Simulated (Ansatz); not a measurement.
# C3H8Si2: what the fields show

Input

```
crystal:
  periodic: [false, false, false]
  atoms:
    - { symbol: C, position_ang: [-2.308, 1.7968, -0.2703] }
    - { symbol: C, position_ang: [-1.2901, 1.3, -0.2034] }
    - { symbol: Si, position_ang: [0.3557, 0.4689, -0.0858] }
    - { symbol: C, position_ang: [0.8503, -0.004, 1.6721] }
    - { symbol: Si, position_ang: [0.4099, -1.4471, -1.4019] }
    - { symbol: H, position_ang: [-3.3055, 2.3388, -0.3541] }
    - { symbol: H, position_ang: [-0.52239, 2.00427, -0.52391] }
    - { symbol: H, position_ang: [0.8279, 0.881, 2.3218] }
    - { symbol: H, position_ang: [1.7615, -0.477, 1.7896] }
    - { symbol: H, position_ang: [0.0343, -0.7108, 2.0968] }
    - { symbol: H, position_ang: [0.1289, -1.1128, -2.7899] }
    - { symbol: H, position_ang: [-0.5989, -2.401, -0.8952] }
    - { symbol: H, position_ang: [1.6893, -2.0754, -1.3137] }
basis:
  gaussian: { orbitals: def2-SVP }
hamiltonian:
  xc: b3lyp
relax:
  f_tol: 0.02
  max_steps: 50
output:
  orbitals: {}
```

Command:

```sh
ansatz run input.yaml --threads 2 --pin off --max-ram 3072MiB --backend cpu --events-out ev --progress --plain --runs-dir out
```

The fields are those of the run's last geometry, not of the input's.

Method: Ansatz 0.2.0, RKS B3LYP/def2-SVP.

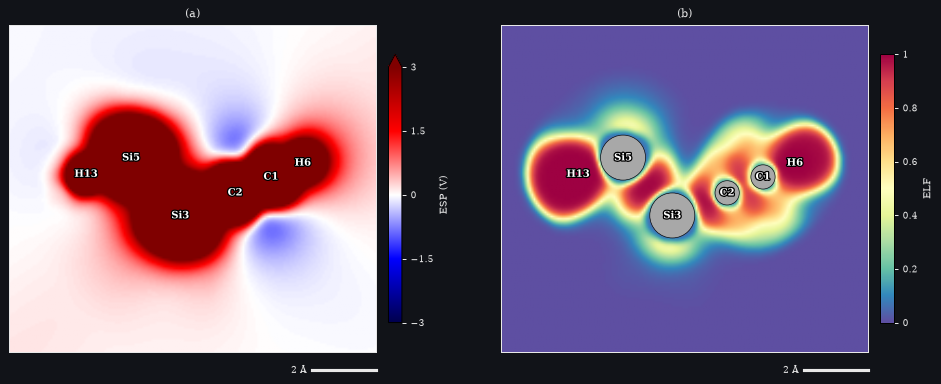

Figure 1. (a) electrostatic potential; (b) electron localisation function on the plane of atoms C2, Si3 and Si5. Grey discs cover the atomic cores in the ELF map.

Read the bonding off the picture.

Answer.
- The plane passes through C, Si and H nuclei.
- C–C (1.22 Å): the ELF peaks at about 0.85 between the atoms; a short, multiple covalent bond.
- C–Si (1.85 Å): the ELF peaks at about 0.95 between the atoms; a shared electron pair.
- Si–Si (2.36 Å): the ELF peaks at about 1 between the atoms; a covalent bond.
- C–H (1.08 Å): the ELF climbs to about 1 towards the hydrogen, as it does in any bond to H (an ordinary covalent bond to hydrogen).
- Si–H (1.50 Å): the ELF climbs to about 1 towards the hydrogen.
- Outside the dense part of the molecule the potential is most negative (−0.8 V) near C2.

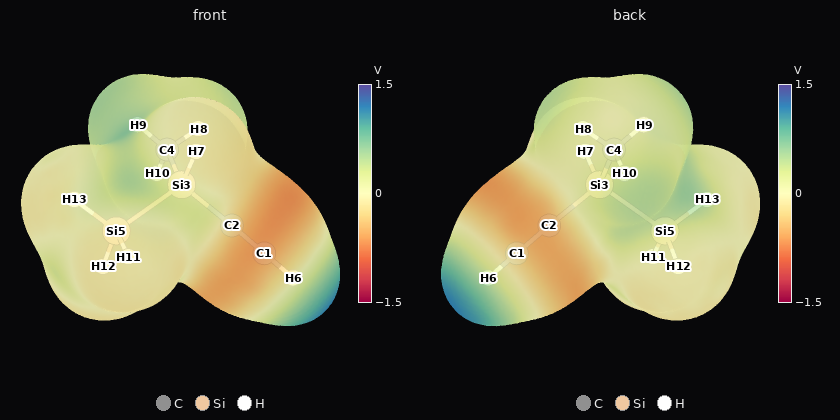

Figure 2. The electrostatic potential painted on the density surface at 0.001 e/bohr³, seen from the front and from behind; the colour scale runs from red (negative) to blue (positive).

Describe the electrostatic potential map.

Answer. The most negative region (about −0.7 V) lies over C1 and C2, the most positive (about +1.2 V) over H6.

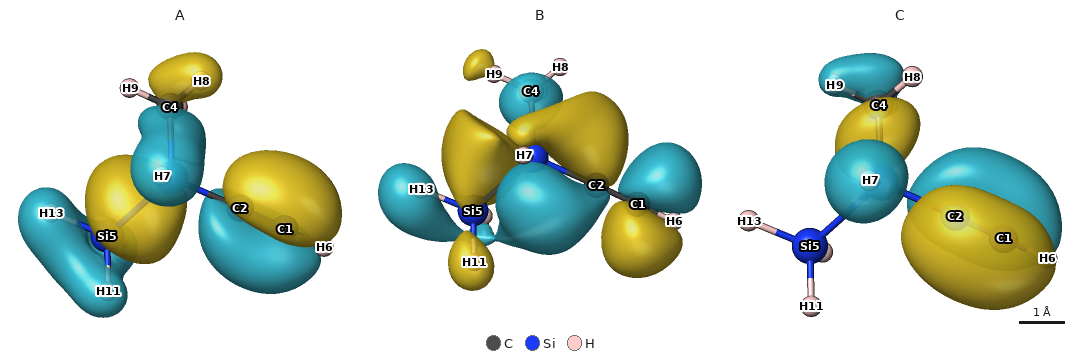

Figure 3. Three frontier orbitals at ±0.06 Å⁻³ᐟ² (yellow and cyan are the two phases), in no order.

Order the three orbitals by energy and name them.

Answer. C is the HOMO−1 (−7.77 eV). Its weight (Hirshfeld) is mainly on C1 (about 40 %) and C2 (about 40 %); π-bonding across C1–C2. A is the HOMO (−7.37 eV). By Hirshfeld shares it lies mainly on C1 (about 25 %), C2 (about 20 %), Si5 (about 20 %) and Si3 (about 15 %). B is the LUMO (−0.25 eV). By Hirshfeld shares it lies mainly on C1 (about 25 %), Si3 (about 20 %), C2 (about 20 %), Si5 (about 15 %) and C4 (about 5 %).

What is the HOMO–LUMO gap?

Answer. 7.12 eV between the orbital energies.
